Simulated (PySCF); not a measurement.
**GeHF (SMILES [F][GeH]) at HF/6-31G(d) (spherical functions)**

What is the vertical singlet–triplet gap of GeHF at HF/6-31G* (spherical functions)? Input form: a Python script.

The results are computed with PySCF 2.14.0.

**1. The system as given**

The species is GeHF (3 atoms), meant as a singlet with charge 0. As SMILES, `[F][GeH]`. Geometry: relaxed at PBE0-D4/def2-TZVP.

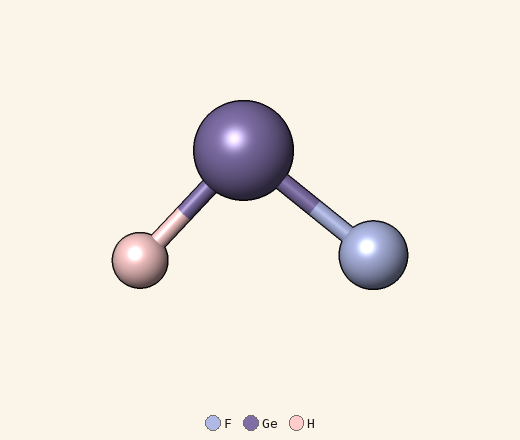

Viewed from a chosen angle; fluorine light blue, germanium purple, hydrogen pink.

**2. The energy at HF/6-31G(d) (spherical functions)**

Input file input.py:

```python
# [F][GeH]
from pyscf import gto, scf

molecule = gto.Mole()
molecule.atom = 'F 0.672100 1.012600 0.469700; Ge -0.657900 0.195200 -0.335600; H -0.025200 -1.272700 -0.147400'
molecule.verbose = 4
molecule.basis = '6-31g*'
molecule.max_memory = 1860
molecule.build()

mf = scf.RHF(molecule)
mf.conv_tol = 1e-10
mf.kernel()
if not mf.converged:
    mf = mf.newton().run(mf.mo_coeff, mf.mo_occ)

e_tot = mf.e_tot
print('Final energy', e_tot)
```

On the command line:

```console
OMP_NUM_THREADS=1 python input.py
```

The log of the run:

```text
PySCF version 2.14.0

[INPUT] num. atoms = 3
[INPUT] num. electrons = 42
[INPUT] charge = 0
[INPUT] spin (= nelec alpha-beta = 2S) = 0
[INPUT] symmetry False subgroup None
[INPUT] Mole.unit = angstrom
[INPUT] Symbol           X                Y                Z      unit          X                Y                Z       unit  Magmom
[INPUT]  1 F      0.672100000000   1.012600000000   0.469700000000 AA    1.270084928320   1.913536673735   0.887604360708 Bohr   0.0
[INPUT]  2 Ge    -0.657900000000   0.195200000000  -0.335600000000 AA   -1.243250817351   0.368874539515  -0.634192087404 Bohr   0.0
[INPUT]  3 H     -0.025200000000  -1.272700000000  -0.147400000000 AA   -0.047621098339  -2.405054438734  -0.278545630761 Bohr   0.0

nuclear repulsion = 99.212640404302
number of shells = 20
number of NR pGTOs = 126
number of NR cGTOs = 48
basis = 6-31g*
ecp = {}

******** <class 'pyscf.scf.hf.RHF'> ********
method = RHF
initial guess = minao
damping factor = 0
level_shift factor = 0
DIIS = <class 'pyscf.scf.diis.CDIIS'>
diis_start_cycle = 1
diis_space = 8
diis_damp = 0
SCF conv_tol = 1e-10
SCF conv_tol_grad = None
SCF max_cycles = 50
direct_scf = True
direct_scf_tol = 1e-13
Set gradient conv threshold to 1e-05
Initial guess from minao.
init E= -2174.16390423989
  HOMO = -0.227942716807057  LUMO = -0.0495273973106176  gap/eV = 4.85493
cycle= 1 E= -2175.03140408919  delta_E= -0.867  |g|= 0.549  |ddm|= 1.51
  HOMO = -0.363677654380518  LUMO = -0.00952955269735156  gap/eV = 9.63686
cycle= 2 E= -2175.06900098119  delta_E= -0.0376  |g|= 0.407  |ddm|= 0.667
  HOMO = -0.361783532041651  LUMO = 0.00385479015496903  gap/eV = 9.94953
cycle= 3 E= -2175.09402224333  delta_E= -0.025  |g|= 0.0255  |ddm|= 0.227
  HOMO = -0.35626272564193  LUMO = 0.0119971042839273  gap/eV = 10.02086
cycle= 4 E= -2175.09447338528  delta_E= -0.000451  |g|= 0.00706  |ddm|= 0.0717
  HOMO = -0.357078440454709  LUMO = 0.0112637262768924  gap/eV = 10.02310
cycle= 5 E= -2175.09451768975  delta_E= -4.43e-05  |g|= 0.00199  |ddm|= 0.0248
  HOMO = -0.357083438120622  LUMO = 0.0112053986391514  gap/eV = 10.02165
cycle= 6 E= -2175.0945212805  delta_E= -3.59e-06  |g|= 0.000944  |ddm|= 0.00604
  HOMO = -0.357101726038375  LUMO = 0.0111646719144534  gap/eV = 10.02104
cycle= 7 E= -2175.09452180901  delta_E= -5.29e-07  |g|= 0.000256  |ddm|= 0.00214
  HOMO = -0.357069640240781  LUMO = 0.0111833540009791  gap/eV = 10.02067
cycle= 8 E= -2175.09452185721  delta_E= -4.82e-08  |g|= 5.52e-05  |ddm|= 0.000645
  HOMO = -0.35706543964322  LUMO = 0.011181827342936  gap/eV = 10.02052
cycle= 9 E= -2175.09452185959  delta_E= -2.38e-09  |g|= 1.12e-05  |ddm|= 0.000174
  HOMO = -0.357066041629567  LUMO = 0.0111811720002808  gap/eV = 10.02052
cycle= 10 E= -2175.09452185968  delta_E= -8.73e-11  |g|= 1.72e-06  |ddm|= 3.26e-05
  HOMO = -0.357065868298825  LUMO = 0.0111813634465086  gap/eV = 10.02052
Extra cycle  E= -2175.09452185968  delta_E= -9.09e-13  |g|= 7.32e-07  |ddm|= 2.52e-06
converged SCF energy = -2175.09452185968
Final energy -2175.094521859679
```

It took 0.68 s on 1 thread of Arm Neoverse V2, shared host; peak memory 0.1 GiB.

**3. The triplet**

Input file job.py:

```python
from pyscf import gto

mol = gto.M(
    atom='''
F        0.672100       1.012600       0.469700
Ge      -0.657900       0.195200      -0.335600
H       -0.025200      -1.272700      -0.147400
''',
    verbose=3,
    basis='6-31g*',
    spin=2,
    max_memory=1860,
    charge=0,
)

myscf = mol.UHF()
myscf.conv_tol = 1e-10
myscf.kernel()
if not myscf.converged:
    myscf = myscf.newton().run(myscf.mo_coeff, myscf.mo_occ)

e_tot = myscf.e_tot
print('E(%s) = %.9f' % ('HF', e_tot))
```

On the command line:

```console
OMP_NUM_THREADS=1 python job.py
```

The log of the run:

```text
WARN: HOMO -0.0495273973106176 >= LUMO -0.227942716807057

converged SCF energy = -2175.03935911286  <S^2> = 2.0139334  2S+1 = 3.0092746
E(HF) = -2175.039359113
```

Run time: 0.84 s. Hardware: 1 thread of Arm Neoverse V2, shared host; peak memory 0.12 GiB.

**4. Results**

Level: HF/6-31G* (spherical functions).

| quantity | value |
| --- | --- |
| singlet: total energy | -2175.09452 Eh |
| singlet: dipole moment | 2.09 D |
| singlet: HOMO energy | -9.72 eV |
| singlet: LUMO energy | 0.30 eV |
| singlet: HOMO–LUMO gap | 10.02 eV |
| triplet: total energy | -2175.03936 Eh |
| triplet: dipole moment | 2.74 D |
| triplet: HOMO energy (highest over α and β) | -8.10 eV |
| triplet: LUMO energy (lowest over α and β) | -0.84 eV |
| triplet: ⟨S²⟩ | 2.014 |
| vertical energy of the triplet above the singlet | 1.501 eV |

**Reading.** At this shape the triplet lies 1.50 eV (35 kcal/mol) above the singlet. Mulliken charges (singlet) run from -0.57 on F1 to +0.68 on Ge2.
